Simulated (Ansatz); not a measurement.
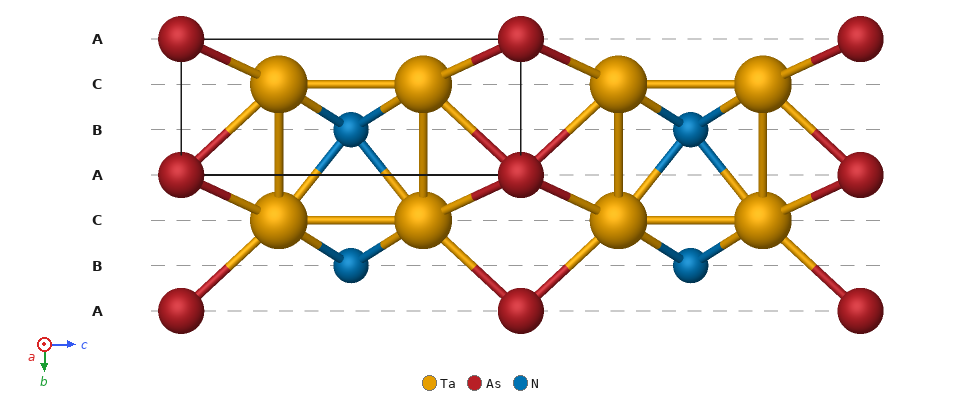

Projection along an edge of the hexagonal mesh, stacking direction c to the right. The dashed lines mark the three columns A (0, 0), B (1/3, 2/3) and C (2/3, 1/3). The sequence starts with the first layer at or above the cell's origin.

System Ta₂AsN (space group P-6m2, No. 187); source of the atomic positions: coordinates from a relaxation with DFT PBE, scalar-relativistic, plane waves, PAW (Ansatz 0.2.0); the starting structure was generated, so it need not be a known form of this composition.

Q: Give the sequence of layers in one repeat, with element and column.

A: As(A) – Ta(C) – N(B) – Ta(C) (four layers in 6.71 Å).
